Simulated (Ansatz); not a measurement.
# ZrCl₄ + H₂: a complex and its separated parts, part 2 of 2

Ansatz 0.2.0, Gaussian basis. Earlier steps stand in the parts before.

**13. CAM-B3LYP-D4/def2-TZVPP**

The inputs:

parta/in.yaml

```yaml
crystal:
  periodic: [false, false, false]
  atoms:
    - {symbol: Zr, position_ang: [-0.689233, -0.337333, -0.977683]}
    - {symbol: Cl, position_ang: [0.357328, -1.801547, 0.479976]}
    - {symbol: Cl, position_ang: [0.316928, -0.469586, -3.059404]}
    - {symbol: Cl, position_ang: [-2.927022, -0.903245, -1.165865]}
    - {symbol: Cl, position_ang: [-0.505084, 1.824439, -0.167055]}
basis:
  gaussian: {orbitals: def2-TZVPP}
hamiltonian: {xc: {name: CAM-B3LYP}, dispersion: d4}
```

partb/in.yaml

```yaml
crystal:
  periodic: [false, false, false]
  atoms:
    - {symbol: H, position_ang: [1.803495, 0.483992, 2.503641]}
    - {symbol: H, position_ang: [1.643488, 1.203279, 2.386490]}
basis:
  gaussian: {orbitals: def2-TZVPP}
hamiltonian: {xc: {name: CAM-B3LYP}, dispersion: d4}
```

Each run has its own folder and the same command.

The run is started by

```
$ ansatz run in.yaml --threads 8 --pin off --events-out ev --progress --plain --max-ram 19148MiB
```

parta printed, cut to the lines that bear on the results:

```text
Functional definition: CAM-B3LYP
  name "CAM-B3LYP"
  cite "Yanai, Tew & Handy, Chem. Phys. Lett. 393, 51 (2004) doi:10.1016/j.cplett.2004.06.011"
  cite "Iikura, Tsuneda, Yanai & Hirao, J. Chem. Phys. 115, 3540 (2001) doi:10.1063/1.1383587"
  cite "Becke, Phys. Rev. A 38, 3098 (1988) doi:10.1103/PhysRevA.38.3098"
  cite "Lee, Yang & Parr, Phys. Rev. B 37, 785 (1988) doi:10.1103/PhysRevB.37.785"
[...]
1598 factors; their error is unknown
286 factors; integrals over basis functions are off by at most 1.1e-5 eV
[...]
mean field -51382.07103371 eV, -1888.2562824704 hartree, gradient 5.0e-5 eV, S^2 0.000000; 0 other end points of the search recorded, 0 dependent functions left out
reference -51382.07118169 eV, -1888.2562879084 hartree; 40, 40 occupied and 184, 184 virtual orbitals, 1598 factors
Total energy: -51382.28379153 eV, -1888.2641011758 hartree
```

Log of partb, cut to the lines that bear on the results:

```text
[... 6 set-up lines as earlier in the session ...]
[...]
  # Exact exchange under (alpha + beta erf(omega r))/r, Becke's under what is left of 1/r.
[...]
118 factors; their error is unknown
42 factors; integrals over basis functions are off by at most 6.3e-5 eV
[...]
mean field -31.88030518 eV, -1.1715796062 hartree, gradient 6.4e-5 eV, S^2 0.000000; 0 other end points of the search recorded, 0 dependent functions left out
reference -31.88037512 eV, -1.1715821764 hartree; 1, 1 occupied and 27, 27 virtual orbitals, 118 factors
Total energy: -31.88188851 eV, -1.1716377924 hartree
```

They took 1.9 s (parta), 0.15 s (partb) on 8 threads of Arm Neoverse V2, shared host; peak memory 0.71 GiB.

**14. wB97X-V/def2-TZVPP**

Each input of step 13 (parta, partb) changes in the same lines:

```diff
-hamiltonian: {xc: {name: CAM-B3LYP}, dispersion: d4}
+hamiltonian: {xc: {name: wB97X-V}}
```

Each run has its own folder and the same command.

The run is started by

```
$ ansatz run in.yaml --threads 8 --pin off --events-out ev --progress --plain --max-ram 19148MiB
```

Output in parta, cut to the lines that bear on the results:

```text
Functional definition: wB97X-V
  name "wB97X-V"
  cite "Mardirossian & Head-Gordon, Phys. Chem. Chem. Phys. 16, 9904 (2014) doi:10.1039/C3CP54374A"
[... 2 set-up lines as earlier in the session ...]
[...]
      + integral(e_c_pw_opposite_spin*poly(b97_u_opposite, cos0, cos1)) + vv10(b, c)
1583 factors; their error is unknown
250 factors; integrals over basis functions are off by at most 2.1e-5 eV
[...]
mean field -51373.34235857 eV, -1887.9355095752 hartree, gradient 1.9e-5 eV, S^2 0.000000; 0 other end points of the search recorded, 0 dependent functions left out
reference -51373.34235577 eV, -1887.9355094726 hartree; 40, 40 occupied and 184, 184 virtual orbitals, 1583 factors
Total energy: -51373.34235577 eV, -1887.9355094726 hartree
```

Log of partb, cut to the lines that bear on the results:

```text
[... 5 set-up lines as earlier in the session ...]
[...]
      + integral(e_c_pw_opposite_spin*poly(b97_u_opposite, cos0, cos1)) + vv10(b, c)
118 factors; their error is unknown
42 factors; integrals over basis functions are off by at most 3.0e-5 eV
[...]
mean field -31.90860446 eV, -1.1726195855 hartree, gradient 8.8e-5 eV, S^2 0.000000; 0 other end points of the search recorded, 0 dependent functions left out
reference -31.90860346 eV, -1.1726195488 hartree; 1, 1 occupied and 27, 27 virtual orbitals, 118 factors
Total energy: -31.90860346 eV, -1.1726195488 hartree
```

Wall times: 4.4 s (parta), 0.15 s (partb) on 8 threads of Arm Neoverse V2, shared host; peak memory 0.8 GiB.

**15. wB97M-V/def2-TZVPP**

The same edit goes into each in.yaml of step 14 (parta, partb):

```diff
-hamiltonian: {xc: {name: wB97X-V}}
+hamiltonian: {xc: {name: wB97M-V}}
```

Each run has its own folder and the same command.

The run is started by

```
$ ansatz run in.yaml --threads 8 --pin off --events-out ev --progress --plain --max-ram 19148MiB
```

parta printed, cut to the lines that bear on the results:

```text
Functional definition: wB97M-V
  name "wB97M-V"
  cite "Mardirossian & Head-Gordon, J. Chem. Phys. 144, 214110 (2016) doi:10.1063/1.4952647"
[... 2 set-up lines as earlier in the session ...]
  # Of w^i u^j: cxij and so on, Table III.
[...]
  gx(w, u) = 1 - cx + cx01*u + cx10*w
[...]
      + integral(e_c_pw_mod_opposite_spin*gos(b97_w_opposite, b97_u_opposite)) + vv10(b, c)
1570 factors; their error is unknown
250 factors; integrals over basis functions are off by at most 2.1e-5 eV
[...]
mean field -51377.06780694 eV, -1888.0724172776 hartree, gradient 1.8e-5 eV, S^2 0.000000; 0 other end points of the search recorded, 0 dependent functions left out
reference -51377.06787792 eV, -1888.0724198861 hartree; 40, 40 occupied and 184, 184 virtual orbitals, 1570 factors
Total energy: -51377.06787792 eV, -1888.0724198861 hartree
```

partb printed, cut to the lines that bear on the results:

```text
[... 5 set-up lines as earlier in the session ...]
  # Of w^i u^j: cxij and so on, Table III.
[...]
  gx(w, u) = 1 - cx + cx01*u + cx10*w
[...]
      + integral(e_c_pw_mod_opposite_spin*gos(b97_w_opposite, b97_u_opposite)) + vv10(b, c)
118 factors; their error is unknown
42 factors; integrals over basis functions are off by at most 3.0e-5 eV
[...]
mean field -31.60112461 eV, -1.1613199094 hartree, gradient 7.4e-6 eV, S^2 0.000000; 0 other end points of the search recorded, 0 dependent functions left out
reference -31.60114887 eV, -1.1613208008 hartree; 1, 1 occupied and 27, 27 virtual orbitals, 118 factors
Total energy: -31.60114887 eV, -1.1613208008 hartree
```

Times: 5.5 s (parta), 0.15 s (partb) on 8 threads of Arm Neoverse V2, shared host; peak memory 0.83 GiB.

**16. B2PLYP/def2-TZVPP**

The same edit goes into each in.yaml of step 15 (parta, partb):

```diff
-hamiltonian: {xc: {name: wB97M-V}}
+hamiltonian: {xc: {name: B2PLYP}}
```

Each run has its own folder and the same command.

The run is started by

```
$ ansatz run in.yaml --threads 8 --pin off --events-out ev --progress --plain --max-ram 19148MiB
```

parta printed, cut to the lines that bear on the results:

```text
Functional definition: B2PLYP
  name "B2PLYP"
  cite "Grimme, J. Chem. Phys. 124, 034108 (2006) doi:10.1063/1.2148954"
[... 2 set-up lines as earlier in the session ...]
[...]
1388 factors; integrals over basis functions are off by at most 5.3e-4 eV
[...]
mean field -51355.55238385 eV, -1887.2817400627 hartree, gradient 4.2e-6 eV, S^2 0.000000; 0 other end points of the search recorded, 0 dependent functions left out
20 core orbitals not correlated: weight in the atoms' cores, before any rotation towards them, 1.000 or more for the frozen orbitals, at most 0.000 for the correlated occupied ones
reference -51355.55257453 eV, -1887.2817470703 hartree; 20, 20 occupied and 184, 184 virtual orbitals, 1388 factors
second order -36.60714162 eV of doubles, -0.00000000 eV of singles
Total energy: -51365.43650277 eV, -1887.6449747335 hartree
```

partb printed, cut to the lines that bear on the results:

```text
[... 5 set-up lines as earlier in the session ...]
[...]
145 factors; integrals over basis functions are off by at most 7.3e-4 eV
[...]
mean field -31.55850549 eV, -1.1597536855 hartree, gradient 1.0e-6 eV, S^2 0.000000; 0 other end points of the search recorded, 0 dependent functions left out
reference -31.55859490 eV, -1.1597569714 hartree; 1, 1 occupied and 27, 27 virtual orbitals, 145 factors
second order -1.02365283 eV of doubles, -0.00000000 eV of singles
Total energy: -31.83498116 eV, -1.1699139793 hartree
```

Wall times: 2.8 s (parta), 0.1 s (partb) on 8 threads of Arm Neoverse V2, shared host; peak memory 0.61 GiB.

**17. PBE-QIDH/def2-TZVPP**

The same edit goes into each in.yaml of step 16 (parta, partb):

```diff
-hamiltonian: {xc: {name: B2PLYP}}
+hamiltonian: {xc: {name: PBE-QIDH}}
```

Each run has its own folder and the same command.

The run is started by

```
$ ansatz run in.yaml --threads 8 --pin off --events-out ev --progress --plain --max-ram 19148MiB
```

Output in parta, cut to the lines that bear on the results:

```text
Functional definition: PBE-QIDH
  name "PBE-QIDH"
  cite "Brémond, Sancho-García, Pérez-Jiménez & Adamo, J. Chem. Phys. 141, 031101 (2014) doi:10.1063/1.4890314"
[... 1 set-up line as earlier in the session ...]
[...]
1388 factors; integrals over basis functions are off by at most 5.3e-4 eV
[...]
mean field -51343.08268623 eV, -1886.8234871276 hartree, gradient 3.7e-6 eV, S^2 0.000000; 0 other end points of the search recorded, 0 dependent functions left out
20 core orbitals not correlated: weight in the atoms' cores, before any rotation towards them, 1.000 or more for the frozen orbitals, at most 0.000 for the correlated occupied ones
reference -51343.08270375 eV, -1886.8234877713 hartree; 20, 20 occupied and 184, 184 virtual orbitals, 1388 factors
second order -33.85538498 eV of doubles, -0.00000000 eV of singles
Total energy: -51354.36783208 eV, -1887.2382085881 hartree
```

Output in partb, cut to the lines that bear on the results:

```text
[... 4 set-up lines as earlier in the session ...]
[...]
145 factors; integrals over basis functions are off by at most 7.3e-4 eV
[...]
mean field -31.52726577 eV, -1.1586056472 hartree, gradient 1.4e-6 eV, S^2 0.000000; 0 other end points of the search recorded, 0 dependent functions left out
reference -31.52727219 eV, -1.1586058831 hartree; 1, 1 occupied and 27, 27 virtual orbitals, 145 factors
second order -0.95919730 eV of doubles, -0.00000000 eV of singles
Total energy: -31.84700463 eV, -1.1703558333 hartree
```

They took 2.8 s (parta), 0.1 s (partb) on 8 threads of Arm Neoverse V2, shared host; peak memory 0.61 GiB.

**18. RPA on PBE/def2-TZVPP**

The same edit goes into each in.yaml of step 17 (parta, partb):

```diff
-hamiltonian: {xc: {name: PBE-QIDH}}
+hamiltonian: {xc: pbe}
+correlation: {method: rpa}
```

Each run has its own folder and the same command.

The run is started by

```
$ ansatz run in.yaml --threads 8 --pin off --events-out ev --progress --plain --max-ram 19148MiB
```

Output in parta, cut to the lines that bear on the results:

```text
[... 4 set-up lines as earlier in the session ...]
[...]
1388 factors; integrals over basis functions are off by at most 5.3e-4 eV
[...]
mean field -51361.70746242 eV, -1887.5079350281 hartree, gradient 9.2e-7 eV, S^2 0.000000; 0 other end points of the search recorded, 0 dependent functions left out
20 core orbitals not correlated: weight in the atoms' cores, before any rotation towards them, 1.000 or more for the frozen orbitals, at most 0.000 for the correlated occupied ones
reference -51289.26145440 eV, -1884.8455933393 hartree; 20, 20 occupied and 184, 184 virtual orbitals, 1388 factors
Total energy: -51336.40199043 eV, -1886.5779760854 hartree
```

Output in partb, cut to the lines that bear on the results:

```text
[... 4 set-up lines as earlier in the session ...]
[...]
145 factors; integrals over basis functions are off by at most 7.3e-4 eV
[...]
mean field -31.73220960 eV, -1.1661371940 hartree, gradient 1.4e-6 eV, S^2 0.000000; 0 other end points of the search recorded, 0 dependent functions left out
reference -30.80642255 eV, -1.1321151472 hartree; 1, 1 occupied and 27, 27 virtual orbitals, 145 factors
Total energy: -32.86230774 eV, -1.2076675347 hartree
```

Wall times: 2.5 s (parta), 0.1 s (partb) on 8 threads of Arm Neoverse V2, shared host.

**19. CCSD(T)/def2-TZVPP**

The same edit goes into each in.yaml of step 18 (parta, partb):

```diff
-hamiltonian: {xc: pbe}
-correlation: {method: rpa}
+correlation: {method: ccsd_t}
```

The same command starts each run, in its folder.

The run is started by

```
$ ansatz run in.yaml --threads 8 --pin off --events-out ev --progress --plain --max-ram 19148MiB
```

parta printed, cut to the lines that bear on the results:

```text
Functional definition: HF
  name "HF"
  cite "Fock, Z. Phys. 61, 126 (1930) doi:10.1007/BF01340294"
[... 1 set-up line as earlier in the session ...]
[...]
1388 factors; integrals over basis functions are off by at most 5.3e-4 eV
[...]
mean field -51291.44292528 eV, -1884.9257609152 hartree, gradient 2.3e-6 eV, S^2 0.000000; 0 other end points of the search recorded, 0 dependent functions left out
20 core orbitals not correlated: weight in the atoms' cores, before any rotation towards them, 1.000 or more for the frozen orbitals, at most 0.000 for the correlated occupied ones
reference -51291.44292528 eV, -1884.9257609152 hartree; 20, 20 occupied and 184, 184 virtual orbitals, 1388 factors
second order -29.80545612 eV of doubles, -0.00000000 eV of singles
cycle   1  -30.24977277 eV  change   -4.4e-1 eV  update   1.6e-1
[...]
cycle  10  -31.11719311 eV  change    1.7e-5 eV  update   9.5e-6
perturbative correction -1.52258154 eV, -0.0559538394 hartree
Total energy: -51324.08269992 eV, -1886.1252505094 hartree
```

partb printed, cut to the lines that bear on the results:

```text
[... 4 set-up lines as earlier in the session ...]
[...]
145 factors; integrals over basis functions are off by at most 7.3e-4 eV
[...]
mean field -30.82772495 eV, -1.1328979961 hartree, gradient 4.2e-7 eV, S^2 0.000000; 0 other end points of the search recorded, 0 dependent functions left out
reference -30.82772495 eV, -1.1328979961 hartree; 1, 1 occupied and 27, 27 virtual orbitals, 145 factors
second order -0.86257015 eV of doubles, -0.00000000 eV of singles
cycle   1  -1.00722167 eV  change   -1.4e-1 eV  update   2.6e-2
[...]
cycle   7  -1.07306459 eV  change    5.9e-7 eV  update   4.1e-7
perturbative correction 0.00000000 eV, 0.0000000000 hartree
Total energy: -31.90078954 eV, -1.1723323924 hartree
```

They took 61 s (parta), 0.1 s (partb) on 8 threads of Arm Neoverse V2, shared host; peak memory 3.6 GiB.

**20. Vibrations of ZrCl₄**

Contents of vib-parta/in.yaml:

```yaml
crystal:
  periodic: [false, false, false]
  atoms:
    - {symbol: Zr, position_ang: [-0.689233, -0.337333, -0.977683]}
    - {symbol: Cl, position_ang: [0.357328, -1.801547, 0.479976]}
    - {symbol: Cl, position_ang: [0.316928, -0.469586, -3.059404]}
    - {symbol: Cl, position_ang: [-2.927022, -0.903245, -1.165865]}
    - {symbol: Cl, position_ang: [-0.505084, 1.824439, -0.167055]}
basis:
  gaussian: {orbitals: def2-TZVP}
hamiltonian: {xc: pbe0, dispersion: d4}
phonons: {temperatures: {t_min: 298.15, t_max: 900, t_step: 200}}
```

The run is started by

```
$ ansatz run in.yaml --threads 8 --pin off --events-out ev --progress --plain --max-ram 19148MiB
```

The program printed, cut to the lines that bear on the results:

```text
[... 5 set-up lines as earlier in the session ...]
[...]
1471 factors; their error is unknown
[...]
mean field -51364.82492150 eV, -1887.6224995364 hartree, gradient 2.2e-5 eV, S^2 0.000000; 0 other end points of the search recorded, 0 dependent functions left out
[...]
Atom 2 at     0.316928    -0.469586    -3.059404 Å, force     0.000898     0.000142    -0.000634 eV/Å
Atom 3 at    -2.927022    -0.903245    -1.165865 Å, force    -0.001115    -0.000145     0.000442 eV/Å
Atom 4 at    -0.505084     1.824439    -0.167055 Å, force     0.000195    -0.001430    -0.000029 eV/Å
Dipole moment:     0.000110     0.000021     0.000191 e Å
Vibrations: 97.24 97.24 106.13 106.14 106.15 381.84 431.01 431.06 431.08 cm⁻¹, zero-point energy 0.135631 eV
```

It took 40 s on 8 threads of Arm Neoverse V2, shared host; peak memory 0.67 GiB.

The modes, with what each moves most:

| mode | wavenumber (cm⁻¹) | character |
| --- | --- | --- |
| 1 | 97 | bend |
| 2 | 97 | bend |
| 3 | 106 | bend |
| 4 | 106 | bend |
| 5 | 106 | bend |
| 6 | 382 | Zr–Cl stretch |
| 7 | 431 | Zr–Cl stretch |
| 8 | 431 | Zr–Cl stretch |
| 9 | 431 | Zr–Cl stretch |

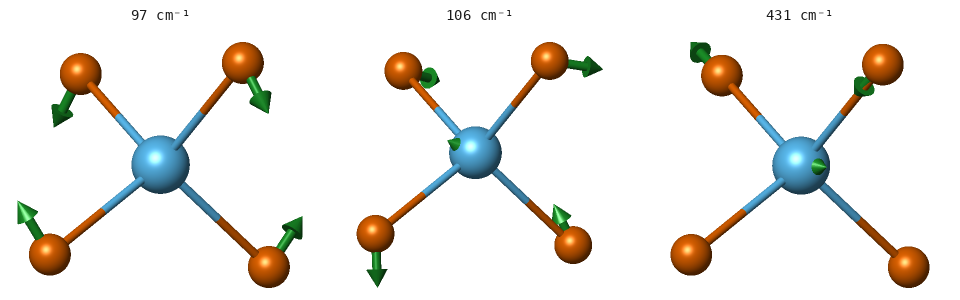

How the atoms move in 3 of the modes.

Vibrational sums (real modes only):

| T (K) | entropy (J/mol/K) | heat capacity (J/mol/K) |
| --- | --- | --- |
| 298 | 86.3 | 64.7 |
| 498 | 121.3 | 70.7 |
| 698 | 145.5 | 72.7 |
| 898 | 163.9 | 73.5 |

**21. Vibrations of H₂**

Contents of vib-partb/in.yaml:

```yaml
crystal:
  periodic: [false, false, false]
  atoms:
    - {symbol: H, position_ang: [1.803495, 0.483992, 2.503641]}
    - {symbol: H, position_ang: [1.643488, 1.203279, 2.386490]}
basis:
  gaussian: {orbitals: def2-TZVP}
hamiltonian: {xc: pbe0, dispersion: d4}
phonons: {temperatures: {t_min: 298.15, t_max: 900, t_step: 200}}
```

The run is started by

```
$ ansatz run in.yaml --threads 8 --pin off --events-out ev --progress --plain --max-ram 19148MiB
```

The program printed, cut to the lines that bear on the results:

```text
[... 5 set-up lines as earlier in the session ...]
[...]
88 factors; their error is unknown
[...]
mean field -31.78865276 eV, -1.1682114416 hartree, gradient 1.8e-5 eV, S^2 0.000000; 0 other end points of the search recorded, 0 dependent functions left out
[...]
reference -31.78855490 eV, -1.1682078454 hartree; 1, 1 occupied and 11, 11 virtual orbitals, 88 factors
Total energy: -31.79027516 eV, -1.1682710639 hartree
Atom 0 at     1.803495     0.483992     2.503641 Å, force    -0.000053     0.000239    -0.000039 eV/Å
Atom 1 at     1.643488     1.203279     2.386490 Å, force     0.000053    -0.000239     0.000039 eV/Å
Dipole moment:    -0.000000     0.000000    -0.000000 e Å
Vibrations: 4414.97 cm⁻¹, zero-point energy 0.273693 eV
```

It took 0.2 s on 8 threads of Arm Neoverse V2, shared host.

Wavenumbers and character of the modes:

| mode | wavenumber (cm⁻¹) | character |
| --- | --- | --- |
| 1 | 4415 | H–H stretch |

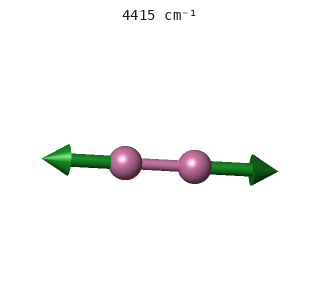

Displacements of 1 modes, as arrows.

Vibrational sums (real modes only):

| T (K) | entropy (J/mol/K) | heat capacity (J/mol/K) |
| --- | --- | --- |
| 298 | 0.0 | 0.0 |
| 498 | 0.0 | 0.0 |
| 698 | 0.0 | 0.1 |
| 898 | 0.1 | 0.4 |

**22. Complex less separated parts**

The complex's own energies come from single points at the same levels.

Rows are in def2-TZVPP; times add the 3 runs of a level on a shared host, so small differences are noise.

Differences are taken before rounding.

| method | rung | complex less parts (eV) | from CCSD(T) (eV) | time |
| --- | --- | --- | --- | --- |
| SPW92 | LDA | -0.0448 | -0.0285 | 1.7 s |
| PBE-D4 | GGA | -0.0313 | -0.0150 | 2.7 s |
| BLYP-D4 | GGA | -0.0127 | +0.0035 | 3 s |
| r2SCAN-D4 | meta-GGA | -0.0126 | +0.0036 | 6 s |
| B97M-V | meta-GGA | -0.0210 | -0.0047 | 12 s |
| PBE0-D4 | hybrid | -0.0270 | -0.0107 | 4.4 s |
| B3LYP-D4 | hybrid | -0.0182 | -0.0019 | 3.9 s |
| r2SCAN0-D4 | hybrid | -0.0166 | -0.0003 | 7.1 s |
| BHLYP-D4 | hybrid | -0.0222 | -0.0059 | 3.9 s |
| CAM-B3LYP-D4 | range-separated hybrid | -0.0223 | -0.0061 | 4.4 s |
| wB97X-V | range-separated hybrid | -0.0235 | -0.0072 | 10 s |
| wB97M-V | range-separated hybrid | -0.0213 | -0.0050 | 12 s |
| B2PLYP | double hybrid | -0.0001 | +0.0161 | 6.3 s |
| PBE-QIDH | double hybrid | -0.0103 | +0.0060 | 6.4 s |
| RPA on PBE | RPA | -0.0105 | +0.0058 | 5.7 s |
| Hartree-Fock | wavefunction | 0.0151 | +0.0314 |  |
| MP2 | wavefunction | -0.0166 | -0.0003 |  |
| CCSD | wavefunction | -0.0122 | +0.0041 |  |
| CCSD(T) | wavefunction | -0.0163 | 0 | 2.9 min |

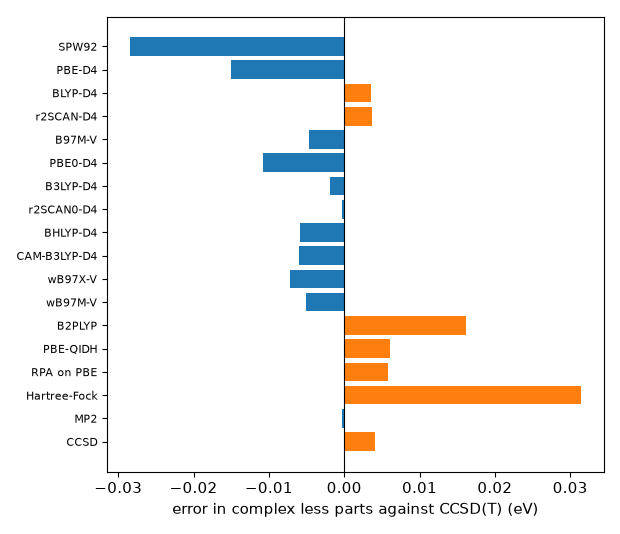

Error of each method against CCSD(T).

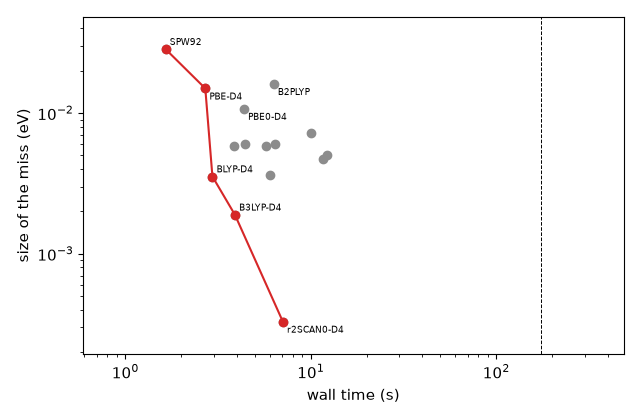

Miss against cost. Red marks the levels that no quicker level drawn beats (of those quicker than the yardstick), and the dashed line is the time of CCSD(T). Only those levels and the largest misses are named. Times are from a shared host.

For cost: r2SCAN0-D4 gets within 0.0003 eV in 7.1 s, where CCSD(T) took 2.9 min; the quickest level in the cost chart, SPW92, takes 1.7 s and misses by 0.0285 eV.

The complex's zero-point energy, from a separate PBE0-D4 run, is 0.432 eV.

**23. Summary of results**

The summary covers parts 1 to 2.

```
                              quantity       value
complex less parts, CCSD(T)/def2-TZVPP  -0.0163 eV
                with zero-point energy  +0.0067 eV
                 largest T1 diagnostic       0.016
```

What this shows: At CCSD(T) the complex lies 0.0163 eV below its parts. r2SCAN0-D4 is the best functional here (-0.0003 eV from CCSD(T)); SPW92 is the worst (-0.0285 eV). By rung, the mean size of the error is: LDA 0.0285, GGA 0.0093, meta-GGA 0.0042, hybrid 0.0047, range-separated hybrid 0.0061, double hybrid 0.0111 eV. The double hybrids carry no dispersion term here, unlike the levels marked D4 or V. PBE-D4 gives a relative energy 0.0150 eV too low, an error of 92 % of the reference. The complex's frequency run has imaginary modes: the structure is no minimum, so both the energy and the zero-point correction are in doubt. No counterpoise was applied, and triple zeta lacks some correlation, so the CCSD(T) reference has a basis error of its own, and close matches with it are partly luck.
